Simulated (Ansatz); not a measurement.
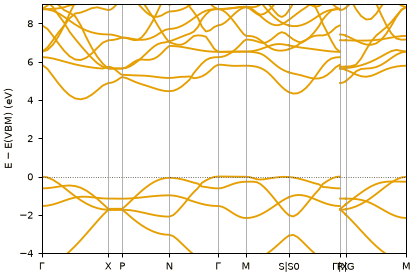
Figure: Band structure from r²SCAN in the plane-wave PAW code Ansatz

Read off the gap and where the band edges lie.

About 4.0 eV (4.03 eV by a search for the band edges); maximum at Γ, minimum on the Γ–X line, 57 % of the way from Γ.

The material is K2MgH4 in space group I4/mmm (No. 139; K on 4e, Mg on 2a, H on 4c, H on 4e).

The workflow started from a Materials Project entry (that database holds measured and hypothetical structures alike); the Crystallography Open Database files this formula in space group No. 139, but the cells were not matched. Its standing as an ambient phase is unchecked. Symmetry was held in the r²SCAN relaxation; whether a distortion lowers the energy is not shown.

Potentials: the later of the program's two PAW sets.
